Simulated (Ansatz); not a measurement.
# BSiH₂ (doublet): PBE, r2SCAN over a scan of the distance Si1–B2, 6-31G

How well do these functionals follow the top wave-function level for BSiH₂ (doublet) over a scan of the distance Si1–B2?

Method: 6-31G, all electrons in the functionals; program: Ansatz 0.2.0, Gaussian basis.

The runs, in order: PBE, r2SCAN, at 1.565 Å; 1.706 Å; 1.925 Å; 2.115 Å; 2.376 Å; 2.689 Å; 3.025 Å; 3.632 Å; 4.192 Å; 5.295 Å; 6.410 Å.

1 further run of the same task is left out (for a known fault of the program).

## (1) The system

The geometry derives from a PBE0/def2-TZVP stationary point (not a proven minimum). One bond is set to the value named and the two fragments are kept rigid.

4 atoms, charge 0, spin multiplicity 2.

Atoms are counted from 1 here; the program's logs count them from 0.

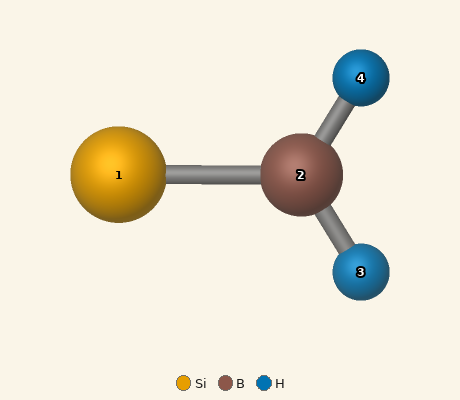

The geometry (silicon amber, boron brown, hydrogen blue); atoms are numbered from 1 in the order of the file.

No dispersion term is added.

The geometry shown and the zero of energy belong to the point 1.925 Å. The yardstick, FCI, and other wave-function levels (R restricted, U unrestricted, valence and pair active spaces) come from earlier runs.

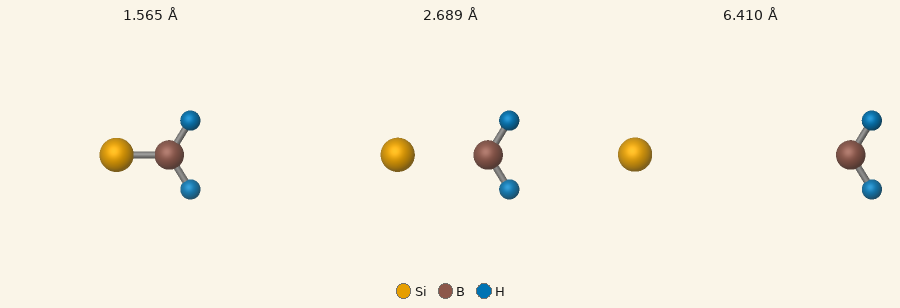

Three points of the scan; sticks are drawn by distance.

## (2) PBE, 1.565 Å

in.yaml

```yaml
crystal:
  periodic: [false, false, false]
  atoms:
    - {symbol: Si, position_ang: [0.000000, 0.000000, 0.521593]}
    - {symbol: B, position_ang: [0.000000, 0.000000, -1.043407]}
    - {symbol: H, position_ang: [0.000000, -1.025810, -1.671196]}
    - {symbol: H, position_ang: [0.000000, 1.025810, -1.671196]}
basis:
  gaussian: {orbitals: 6-31G}
magnetization: {spin_polarized: true, initial_magnetization: 1}
hamiltonian: {xc: {name: PBE}}
output: {orbitals: {seedname: orbitals}}
```

On the command line:

```console
ansatz run in.yaml --threads 1 --pin off --events-out ev --progress --plain --max-ram 4096MiB --backend cpu
```

Log:

```text
Functional definition: PBE
  name "PBE"
  cite "Perdew, Burke & Ernzerhof, Phys. Rev. Lett. 77, 3865 (1996) doi:10.1103/PhysRevLett.77.3865"
  parent pbe
  parameter kappa = 0.804
  parameter beta = 0.06672455060314922
  exchange = pbe_x(kappa = kappa, mu = beta*pi^2/3)
  correlation = pbe_c(beta = beta)
330 factors; integrals over basis functions are off by at most 2.5e-4 eV
mean field evaluation 1: about -8565.5557 eV, gradient 3.6e1 eV
mean field evaluation 2: about -8514.9972 eV, gradient 6.7e1 eV
mean field evaluation 4: about -8574.4171 eV, gradient 5.6e0 eV
mean field evaluation 8: about -8574.7919 eV, gradient 6.6e-2 eV
mean field evaluation 16: about -8574.7919 eV, gradient 4.9e-5 eV
mean field evaluation 32: about -8574.5510 eV, gradient 2.3e-3 eV
mean field evaluation 64: about -8573.8972 eV, gradient 3.6e0 eV
mean field -8574.79192738 eV, -315.1177911285 hartree, gradient 3.0e-6 eV, S^2 0.751799; 8 other end points of the search recorded, 0 dependent functions left out
reference -8574.79195295 eV, -315.1177920681 hartree; 11, 10 occupied and 15, 16 virtual orbitals, 330 factors
Total energy: -8574.79195295 eV, -315.1177920681 hartree
```

Wall time 1.6 s (1 thread of AMD EPYC 7R13, shared host).

From the report: ⟨S²⟩ of the determinant 0.752 (pure doublet: 0.75).

## (3) PBE, 1.706 Å

in.yaml

```yaml
crystal:
  periodic: [false, false, false]
  atoms:
    - {symbol: Si, position_ang: [0.000000, 0.000000, 0.565800]}
    - {symbol: B, position_ang: [0.000000, 0.000000, -1.140200]}
    - {symbol: H, position_ang: [0.000000, -1.025810, -1.767989]}
    - {symbol: H, position_ang: [0.000000, 1.025810, -1.767989]}
basis:
  gaussian: {orbitals: 6-31G}
magnetization: {spin_polarized: true, initial_magnetization: 1}
hamiltonian: {xc: {name: PBE}}
output: {orbitals: {seedname: orbitals}}
```

The command is unchanged.

Log:

```text
Functional definition: PBE
  name "PBE"
  cite "Perdew, Burke & Ernzerhof, Phys. Rev. Lett. 77, 3865 (1996) doi:10.1103/PhysRevLett.77.3865"
  parent pbe
  parameter kappa = 0.804
  parameter beta = 0.06672455060314922
  exchange = pbe_x(kappa = kappa, mu = beta*pi^2/3)
  correlation = pbe_c(beta = beta)
330 factors; integrals over basis functions are off by at most 2.5e-4 eV
mean field evaluation 1: about -8572.8541 eV, gradient 2.1e1 eV
mean field evaluation 2: about -8557.2683 eV, gradient 4.5e1 eV
mean field evaluation 4: about -8576.1505 eV, gradient 3.0e0 eV
mean field evaluation 8: about -8576.2343 eV, gradient 1.4e-2 eV
mean field evaluation 16: about -8572.3915 eV, gradient 5.1e0 eV
mean field evaluation 32: about -8575.7615 eV, gradient 3.4e0 eV
mean field -8576.23428003 eV, -315.1707966108 hartree, gradient 1.5e-5 eV, S^2 0.751679; 5 other end points of the search recorded, 0 dependent functions left out
reference -8576.23430585 eV, -315.1707975595 hartree; 11, 10 occupied and 15, 16 virtual orbitals, 330 factors
Total energy: -8576.23430585 eV, -315.1707975595 hartree
```

Wall time 0.91 s (1 thread of AMD EPYC 7R13, shared host).

From the report: ⟨S²⟩ of the determinant 0.752 (pure doublet: 0.75).

## (4) PBE, 1.925 Å

in.yaml

```yaml
crystal:
  periodic: [false, false, false]
  atoms:
    - {symbol: Si, position_ang: [0.000000, 0.000000, 0.634524]}
    - {symbol: B, position_ang: [0.000000, 0.000000, -1.290679]}
    - {symbol: H, position_ang: [0.000000, -1.025810, -1.918468]}
    - {symbol: H, position_ang: [0.000000, 1.025810, -1.918468]}
basis:
  gaussian: {orbitals: 6-31G}
magnetization: {spin_polarized: true, initial_magnetization: 1}
hamiltonian: {xc: {name: PBE}}
output: {orbitals: {seedname: orbitals}}
```

Launched as before.

Log:

```text
Functional definition: PBE
  name "PBE"
  cite "Perdew, Burke & Ernzerhof, Phys. Rev. Lett. 77, 3865 (1996) doi:10.1103/PhysRevLett.77.3865"
  parent pbe
  parameter kappa = 0.804
  parameter beta = 0.06672455060314922
  exchange = pbe_x(kappa = kappa, mu = beta*pi^2/3)
  correlation = pbe_c(beta = beta)
330 factors; integrals over basis functions are off by at most 2.6e-4 eV
mean field evaluation 1: about -8573.6030 eV, gradient 2.0e1 eV
mean field evaluation 2: about -8541.5709 eV, gradient 5.7e1 eV
mean field evaluation 4: about -8576.8552 eV, gradient 3.0e0 eV
mean field evaluation 8: about -8576.9442 eV, gradient 1.8e-2 eV
mean field evaluation 16: about -8575.3437 eV, gradient 4.1e0 eV
mean field evaluation 32: about -8576.8166 eV, gradient 2.2e0 eV
mean field -8576.94416029 eV, -315.1968842292 hartree, gradient 9.5e-6 eV, S^2 0.751406; 6 other end points of the search recorded, 0 dependent functions left out
reference -8576.94418642 eV, -315.1968851894 hartree; 11, 10 occupied and 15, 16 virtual orbitals, 330 factors
Total energy: -8576.94418642 eV, -315.1968851894 hartree
```

It took 1 s on 1 thread of AMD EPYC 7R13, shared host.

From the report: ⟨S²⟩ of the determinant 0.751 (pure doublet: 0.75).

## (5) PBE, 2.115 Å

in.yaml

```yaml
crystal:
  periodic: [false, false, false]
  atoms:
    - {symbol: Si, position_ang: [0.000000, 0.000000, 0.694029]}
    - {symbol: B, position_ang: [0.000000, 0.000000, -1.420971]}
    - {symbol: H, position_ang: [0.000000, -1.025810, -2.048760]}
    - {symbol: H, position_ang: [0.000000, 1.025810, -2.048760]}
basis:
  gaussian: {orbitals: 6-31G}
magnetization: {spin_polarized: true, initial_magnetization: 1}
hamiltonian: {xc: {name: PBE}}
output: {orbitals: {seedname: orbitals}}
```

Same command.

Log:

```text
Functional definition: PBE
  name "PBE"
  cite "Perdew, Burke & Ernzerhof, Phys. Rev. Lett. 77, 3865 (1996) doi:10.1103/PhysRevLett.77.3865"
  parent pbe
  parameter kappa = 0.804
  parameter beta = 0.06672455060314922
  exchange = pbe_x(kappa = kappa, mu = beta*pi^2/3)
  correlation = pbe_c(beta = beta)
330 factors; integrals over basis functions are off by at most 2.6e-4 eV
mean field evaluation 1: about -8573.2560 eV, gradient 2.0e1 eV
mean field evaluation 2: about -8523.1756 eV, gradient 6.2e1 eV
mean field evaluation 4: about -8576.7417 eV, gradient 3.0e0 eV
mean field evaluation 8: about -8576.8357 eV, gradient 1.8e-2 eV
mean field evaluation 16: about -8575.4396 eV, gradient 2.6e0 eV
mean field evaluation 32: about -8575.2354 eV, gradient 1.3e-3 eV
mean field evaluation 64: about -8576.0845 eV, gradient 1.8e0 eV
mean field -8576.83570832 eV, -315.1928986928 hartree, gradient 2.0e-5 eV, S^2 0.751111; 11 other end points of the search recorded, 0 dependent functions left out
reference -8576.83573489 eV, -315.1928996692 hartree; 11, 10 occupied and 15, 16 virtual orbitals, 330 factors
Total energy: -8576.83573489 eV, -315.1928996692 hartree
```

Wall time 1.8 s (1 thread of AMD EPYC 7R13, shared host).

From the report: ⟨S²⟩ of the determinant 0.751 (pure doublet: 0.75).

From 1.925 Å: +0.108 eV.

## (6) PBE, 2.376 Å

in.yaml

```yaml
crystal:
  periodic: [false, false, false]
  atoms:
    - {symbol: Si, position_ang: [0.000000, 0.000000, 0.775858]}
    - {symbol: B, position_ang: [0.000000, 0.000000, -1.600142]}
    - {symbol: H, position_ang: [0.000000, -1.025810, -2.227931]}
    - {symbol: H, position_ang: [0.000000, 1.025810, -2.227931]}
basis:
  gaussian: {orbitals: 6-31G}
magnetization: {spin_polarized: true, initial_magnetization: 1}
hamiltonian: {xc: {name: PBE}}
output: {orbitals: {seedname: orbitals}}
```

The command is unchanged.

Log (excerpt; [...] marks lines left out):

```text
Functional definition: PBE
  name "PBE"
  cite "Perdew, Burke & Ernzerhof, Phys. Rev. Lett. 77, 3865 (1996) doi:10.1103/PhysRevLett.77.3865"
  parent pbe
[...]
330 factors; integrals over basis functions are off by at most 2.6e-4 eV
[...]
mean field -8576.28901185 eV, -315.1728079681 hartree, gradient 2.6e-5 eV, S^2 0.750852; 14 other end points of the search recorded, 0 dependent functions left out
reference -8576.28903950 eV, -315.1728089840 hartree; 11, 10 occupied and 15, 16 virtual orbitals, 330 factors
Total energy: -8576.28903950 eV, -315.1728089840 hartree
```

Run time: 2.1 s. Hardware: 1 thread of AMD EPYC 7R13, shared host.

From the report: ⟨S²⟩ of the determinant 0.751 (pure doublet: 0.75).

From 1.925 Å: +0.655 eV.

## (7) PBE, 2.689 Å

in.yaml

```yaml
crystal:
  periodic: [false, false, false]
  atoms:
    - {symbol: Si, position_ang: [0.000000, 0.000000, 0.873990]}
    - {symbol: B, position_ang: [0.000000, 0.000000, -1.815010]}
    - {symbol: H, position_ang: [0.000000, -1.025810, -2.442799]}
    - {symbol: H, position_ang: [0.000000, 1.025810, -2.442799]}
basis:
  gaussian: {orbitals: 6-31G}
magnetization: {spin_polarized: true, initial_magnetization: 1}
hamiltonian: {xc: {name: PBE}}
output: {orbitals: {seedname: orbitals}}
```

Same command.

Log (excerpt; [...] marks lines left out):

```text
Functional definition: PBE
  name "PBE"
  cite "Perdew, Burke & Ernzerhof, Phys. Rev. Lett. 77, 3865 (1996) doi:10.1103/PhysRevLett.77.3865"
  parent pbe
[...]
330 factors; integrals over basis functions are off by at most 2.7e-4 eV
[...]
mean field -8575.50489452 eV, -315.1439921875 hartree, gradient 1.1e-5 eV, S^2 0.751906; 15 other end points of the search recorded, 0 dependent functions left out
reference -8575.50492312 eV, -315.1439932388 hartree; 11, 10 occupied and 15, 16 virtual orbitals, 330 factors
Total energy: -8575.50492312 eV, -315.1439932388 hartree
```

Run time: 2.7 s. Hardware: 1 thread of AMD EPYC 7R13, shared host.

From the report: ⟨S²⟩ of the determinant 0.752 (pure doublet: 0.75).

From 1.925 Å: +1.439 eV.

## (8) PBE, 3.025 Å

in.yaml

```yaml
crystal:
  periodic: [false, false, false]
  atoms:
    - {symbol: Si, position_ang: [0.000000, 0.000000, 0.979333]}
    - {symbol: B, position_ang: [0.000000, 0.000000, -2.045667]}
    - {symbol: H, position_ang: [0.000000, -1.025810, -2.673456]}
    - {symbol: H, position_ang: [0.000000, 1.025810, -2.673456]}
basis:
  gaussian: {orbitals: 6-31G}
magnetization: {spin_polarized: true, initial_magnetization: 1}
hamiltonian: {xc: {name: PBE}}
output: {orbitals: {seedname: orbitals}}
```

Launched as before.

Log (excerpt; [...] marks lines left out):

```text
Functional definition: PBE
  name "PBE"
  cite "Perdew, Burke & Ernzerhof, Phys. Rev. Lett. 77, 3865 (1996) doi:10.1103/PhysRevLett.77.3865"
  parent pbe
[...]
330 factors; integrals over basis functions are off by at most 2.7e-4 eV
[...]
mean field -8574.73684517 eV, -315.1157668944 hartree, gradient 6.1e-6 eV, S^2 0.762498; 17 other end points of the search recorded, 0 dependent functions left out
reference -8574.73687461 eV, -315.1157679764 hartree; 11, 10 occupied and 15, 16 virtual orbitals, 330 factors
Total energy: -8574.73687461 eV, -315.1157679764 hartree
```

It took 2.6 s on 1 thread of AMD EPYC 7R13, shared host.

From the report: ⟨S²⟩ of the determinant 0.762 (pure doublet: 0.75).

From 1.925 Å: +2.207 eV.

## (9) PBE, 3.632 Å

in.yaml

```yaml
crystal:
  periodic: [false, false, false]
  atoms:
    - {symbol: Si, position_ang: [0.000000, 0.000000, 1.169640]}
    - {symbol: B, position_ang: [0.000000, 0.000000, -2.462360]}
    - {symbol: H, position_ang: [0.000000, -1.025810, -3.090149]}
    - {symbol: H, position_ang: [0.000000, 1.025810, -3.090149]}
basis:
  gaussian: {orbitals: 6-31G}
magnetization: {spin_polarized: true, initial_magnetization: 1}
hamiltonian: {xc: {name: PBE}}
output: {orbitals: {seedname: orbitals}}
```

The command is unchanged.

Log (excerpt; [...] marks lines left out):

```text
Functional definition: PBE
  name "PBE"
  cite "Perdew, Burke & Ernzerhof, Phys. Rev. Lett. 77, 3865 (1996) doi:10.1103/PhysRevLett.77.3865"
  parent pbe
[...]
330 factors; integrals over basis functions are off by at most 2.7e-4 eV
[...]
mean field -8573.78660563 eV, -315.0808462355 hartree, gradient 1.3e-6 eV, S^2 1.210463; 24 other end points of the search recorded, 0 dependent functions left out
reference -8573.78663819 eV, -315.0808474323 hartree; 11, 10 occupied and 15, 16 virtual orbitals, 330 factors
Total energy: -8573.78663819 eV, -315.0808474323 hartree
```

Wall time 6 s (1 thread of AMD EPYC 7R13, shared host).

From the report: ⟨S²⟩ of the determinant 1.210 (pure doublet: 0.75).

From 1.925 Å: +3.158 eV.

## (10) PBE, 4.192 Å

in.yaml

```yaml
crystal:
  periodic: [false, false, false]
  atoms:
    - {symbol: Si, position_ang: [0.000000, 0.000000, 1.345212]}
    - {symbol: B, position_ang: [0.000000, 0.000000, -2.846788]}
    - {symbol: H, position_ang: [0.000000, -1.025810, -3.474577]}
    - {symbol: H, position_ang: [0.000000, 1.025810, -3.474577]}
basis:
  gaussian: {orbitals: 6-31G}
magnetization: {spin_polarized: true, initial_magnetization: 1}
hamiltonian: {xc: {name: PBE}}
output: {orbitals: {seedname: orbitals}}
```

Launched as before.

Log (excerpt; [...] marks lines left out):

```text
Functional definition: PBE
  name "PBE"
  cite "Perdew, Burke & Ernzerhof, Phys. Rev. Lett. 77, 3865 (1996) doi:10.1103/PhysRevLett.77.3865"
  parent pbe
[...]
330 factors; integrals over basis functions are off by at most 2.7e-4 eV
[...]
mean field -8573.47752633 eV, -315.0694877809 hartree, gradient 7.0e-6 eV, S^2 1.610235; 25 other end points of the search recorded, 0 dependent functions left out
reference -8573.47756091 eV, -315.0694890517 hartree; 11, 10 occupied and 15, 16 virtual orbitals, 330 factors
Total energy: -8573.47756091 eV, -315.0694890517 hartree
```

It took 8 s on 1 thread of AMD EPYC 7R13, shared host.

From the report: ⟨S²⟩ of the determinant 1.610 (pure doublet: 0.75). The determinant is far from a pure spin state, so its energy mixes those of several spin states (harmless only where they are near-degenerate, as at dissociation).

From 1.925 Å: +3.467 eV.

## (11) PBE, 5.295 Å

in.yaml

```yaml
crystal:
  periodic: [false, false, false]
  atoms:
    - {symbol: Si, position_ang: [0.000000, 0.000000, 4.285144]}
    - {symbol: B, position_ang: [0.000000, 0.000000, -1.009856]}
    - {symbol: H, position_ang: [0.000000, -1.025810, -1.637645]}
    - {symbol: H, position_ang: [0.000000, 1.025810, -1.637645]}
basis:
  gaussian: {orbitals: 6-31G}
magnetization: {spin_polarized: true, initial_magnetization: 1}
hamiltonian: {xc: {name: PBE}}
output: {orbitals: {seedname: orbitals}}
```

Same command.

Log (excerpt; [...] marks lines left out):

```text
Functional definition: PBE
  name "PBE"
  cite "Perdew, Burke & Ernzerhof, Phys. Rev. Lett. 77, 3865 (1996) doi:10.1103/PhysRevLett.77.3865"
  parent pbe
[...]
330 factors; integrals over basis functions are off by at most 2.7e-4 eV
[...]
mean field -8573.35108982 eV, -315.0648413248 hartree, gradient 1.3e-6 eV, S^2 1.750809; 16 other end points of the search recorded, 0 dependent functions left out
reference -8573.35112693 eV, -315.0648426886 hartree; 11, 10 occupied and 15, 16 virtual orbitals, 330 factors
Total energy: -8573.35112693 eV, -315.0648426886 hartree
```

Run time: 8.5 s. Hardware: 1 thread of AMD EPYC 7R13, shared host.

From the report: ⟨S²⟩ of the determinant 1.751 (pure doublet: 0.75). The determinant is far from a pure spin state, so its energy mixes those of several spin states (harmless only where they are near-degenerate, as at dissociation).

From 1.925 Å: +3.593 eV.

## (12) PBE, 6.410 Å

in.yaml

```yaml
crystal:
  periodic: [false, false, false]
  atoms:
    - {symbol: Si, position_ang: [0.000000, 0.000000, 5.121394]}
    - {symbol: B, position_ang: [0.000000, 0.000000, -1.288606]}
    - {symbol: H, position_ang: [0.000000, -1.025810, -1.916394]}
    - {symbol: H, position_ang: [0.000000, 1.025810, -1.916394]}
basis:
  gaussian: {orbitals: 6-31G}
magnetization: {spin_polarized: true, initial_magnetization: 1}
hamiltonian: {xc: {name: PBE}}
output: {orbitals: {seedname: orbitals}}
```

The command is unchanged.

Log (excerpt; [...] marks lines left out):

```text
Functional definition: PBE
  name "PBE"
  cite "Perdew, Burke & Ernzerhof, Phys. Rev. Lett. 77, 3865 (1996) doi:10.1103/PhysRevLett.77.3865"
  parent pbe
[...]
330 factors; integrals over basis functions are off by at most 2.7e-4 eV
[...]
mean field -8573.33206608 eV, -315.0641422154 hartree, gradient 8.6e-6 eV, S^2 1.750780; 11 other end points of the search recorded, 0 dependent functions left out
reference -8573.33210721 eV, -315.0641437267 hartree; 11, 10 occupied and 15, 16 virtual orbitals, 330 factors
Total energy: -8573.33210721 eV, -315.0641437267 hartree
```

It took 4.1 s on 1 thread of AMD EPYC 7R13, shared host.

From the report: ⟨S²⟩ of the determinant 1.751 (pure doublet: 0.75). The determinant is far from a pure spin state, so its energy mixes those of several spin states (harmless only where they are near-degenerate, as at dissociation).

From 1.925 Å: +3.612 eV.

## (13) r2SCAN, 1.565 Å

in.yaml

```yaml
crystal:
  periodic: [false, false, false]
  atoms:
    - {symbol: Si, position_ang: [0.000000, 0.000000, 0.521593]}
    - {symbol: B, position_ang: [0.000000, 0.000000, -1.043407]}
    - {symbol: H, position_ang: [0.000000, -1.025810, -1.671196]}
    - {symbol: H, position_ang: [0.000000, 1.025810, -1.671196]}
basis:
  gaussian: {orbitals: 6-31G}
magnetization: {spin_polarized: true, initial_magnetization: 1}
hamiltonian: {xc: {name: r2SCAN}}
```

Launched as before.

Log (excerpt; [...] marks lines left out):

```text
Functional definition: r2SCAN
  name "r2SCAN"
  cite "Furness, Kaplan, Ning, Perdew & Sun, J. Phys. Chem. Lett. 11, 8208 (2020) doi:10.1021/acs.jpclett.0c02405"
  cite "Furness, Kaplan, Ning, Perdew & Sun, J. Phys. Chem. Lett. 11, 9248 (2020) doi:10.1021/acs.jpclett.0c03077"
  parent r2scan
[...]
330 factors; integrals over basis functions are off by at most 2.5e-4 eV
[...]
mean field -8578.72583208 eV, -315.2623594597 hartree, gradient 5.1e-6 eV, S^2 0.753178; 5 other end points of the search recorded, 0 dependent functions left out
reference -8578.72584074 eV, -315.2623597779 hartree; 11, 10 occupied and 15, 16 virtual orbitals, 330 factors
Total energy: -8578.72584074 eV, -315.2623597779 hartree
```

Run time: 2.8 s. Hardware: 1 thread of AMD EPYC 7R13, shared host.

From the report: ⟨S²⟩ of the determinant 0.753 (pure doublet: 0.75).

## (14) r2SCAN, 1.706 Å

in.yaml

```yaml
crystal:
  periodic: [false, false, false]
  atoms:
    - {symbol: Si, position_ang: [0.000000, 0.000000, 0.565800]}
    - {symbol: B, position_ang: [0.000000, 0.000000, -1.140200]}
    - {symbol: H, position_ang: [0.000000, -1.025810, -1.767989]}
    - {symbol: H, position_ang: [0.000000, 1.025810, -1.767989]}
basis:
  gaussian: {orbitals: 6-31G}
magnetization: {spin_polarized: true, initial_magnetization: 1}
hamiltonian: {xc: {name: r2SCAN}}
output: {forces: true}
```

Same command.

Log (excerpt; [...] marks lines left out):

```text
Functional definition: r2SCAN
  name "r2SCAN"
  cite "Furness, Kaplan, Ning, Perdew & Sun, J. Phys. Chem. Lett. 11, 8208 (2020) doi:10.1021/acs.jpclett.0c02405"
  cite "Furness, Kaplan, Ning, Perdew & Sun, J. Phys. Chem. Lett. 11, 9248 (2020) doi:10.1021/acs.jpclett.0c03077"
  parent r2scan
[...]
330 factors; integrals over basis functions are off by at most 2.5e-4 eV
[...]
mean field -8580.16673666 eV, -315.3153117265 hartree, gradient 1.6e-5 eV, S^2 0.752908; 5 other end points of the search recorded, 0 dependent functions left out
[...]
reference -8580.16674547 eV, -315.3153120502 hartree; 11, 10 occupied and 15, 16 virtual orbitals, 330 factors
Total energy: -8580.16674547 eV, -315.3153120502 hartree
Atom 0 at     0.000000     0.000000     0.565800 Å, force    -0.000000    -0.000000     6.644782 eV/Å
Atom 1 at     0.000000     0.000000    -1.140200 Å, force     0.000000     0.000000    -6.238721 eV/Å
Atom 2 at     0.000000    -1.025810    -1.767989 Å, force     0.000000     0.072065    -0.203030 eV/Å
Atom 3 at     0.000000     1.025810    -1.767989 Å, force    -0.000000    -0.072065    -0.203030 eV/Å
Dipole moment:     0.000000    -0.000000    -0.074722 e Å
```

Run time: 2.1 s. Hardware: 1 thread of AMD EPYC 7R13, shared host.

From the report: ⟨S²⟩ of the determinant 0.753 (pure doublet: 0.75).

[end of part 1 of 2]
